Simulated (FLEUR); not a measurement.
Band structure of Si (Fd-3m, 2 atoms in the cell).

```yaml
crystal:
  lattice:
    - [0.00000, 2.72185, 2.72185]
    - [2.72185, 0.00000, 2.72185]
    - [2.72185, 2.72185, 0.00000]
  atoms:
    - { symbol: Si, position: [0.25000, 0.25000, 0.25000] }
    - { symbol: Si, position: [0.00000, 0.00000, 0.00000] }
```

Level of theory: PBE, all-electron FLAPW (FLEUR), scalar-relativistic valence in FLEUR.

Settings: Kmax = 3.9 1/bohr; GmaxXC = 15.6 1/bohr; xcFunctional = pbe; jspins = 1; l_soc = F; mode = hist; fermiSmearingEnergy = 0.00183747 Htr; mesh (inpgen div1-3) = 8 8 8; inpgen gamma flag = true; Gmax = 15.6 1/bohr; numbands = 0; maxIterBroyd = 15; imix = Anderson; alpha = 0.05.

The starting cell comes from a database of computed structures (which also holds hypothetical and non-ambient phases and stackings), without a prior relaxation at this level. Values depend on the basis (sphere radii, cutoffs, local orbitals), which need not be converged.

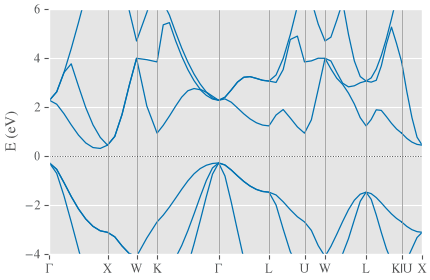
Fig. 1. Bands along the path, energies from the Fermi level.

Levels in eV from the Fermi level, bands 1 to 6:
```json
[
 {"point": "Γ", "1": "-12.21", "2": "-0.30", "3": "-0.30", "4": "-0.30", "5": "2.26", "6": "2.26"},
 {"point": "X", "1": "-8.09", "2": "-8.09", "3": "-3.13", "4": "-3.13", "5": "0.43", "6": "0.43"},
 {"point": "W", "1": "-7.93", "2": "-7.93", "3": "-4.12", "4": "-4.12", "5": "3.98", "6": "3.98"},
 {"point": "K", "1": "-8.51", "2": "-7.50", "3": "-4.56", "4": "-2.71", "5": "0.92", "6": "3.83"},
 {"point": "L", "1": "-9.90", "2": "-7.23", "3": "-1.49", "4": "-1.49", "5": "1.22", "6": "3.05"},
 {"point": "U", "1": "-8.51", "2": "-7.50", "3": "-4.56", "4": "-2.71", "5": "0.92", "6": "3.83"}
]
```
